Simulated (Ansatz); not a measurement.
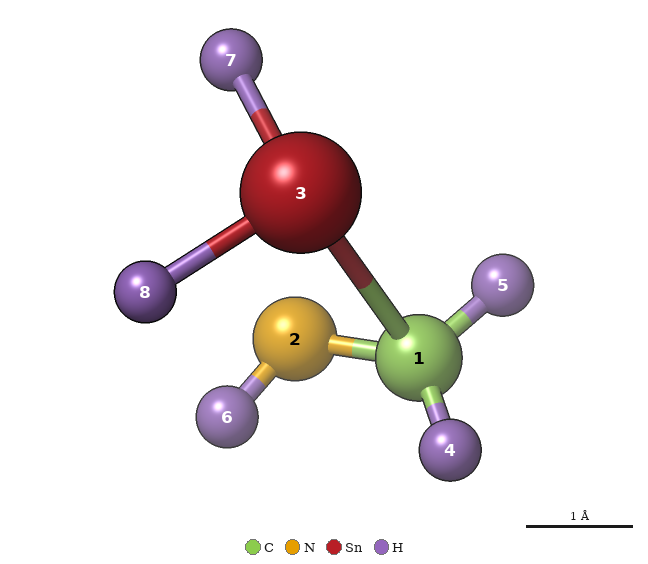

Orthographic view. Depth is shown by fading: the farther an atom, the more it takes the colour of the background. The computed structure is the end point of a PBE0-D4/def2-TZVP optimisation.

List all interatomic distances (Å) as a matrix.

| atom | C1 | N2 | Sn3 | H4 | H5 | H6 | H7 | H8 |
| --- | --- | --- | --- | --- | --- | --- | --- | --- |
| C1 | 0.00 |  |  |  |  |  |  |  |
| N2 | 1.29 | 0.00 |  |  |  |  |  |  |
| Sn3 | 2.54 | 2.58 | 0.00 |  |  |  |  |  |
| H4 | 1.09 | 2.12 | 3.02 | 0.00 |  |  |  |  |
| H5 | 1.09 | 2.05 | 2.87 | 1.86 | 0.00 |  |  |  |
| H6 | 1.92 | 1.02 | 2.93 | 2.29 | 2.90 | 0.00 |  |  |
| H7 | 3.40 | 2.95 | 1.75 | 4.25 | 3.47 | 3.50 | 0.00 |  |
| H8 | 3.23 | 2.76 | 1.76 | 3.49 | 3.99 | 2.49 | 2.63 | 0.00 |
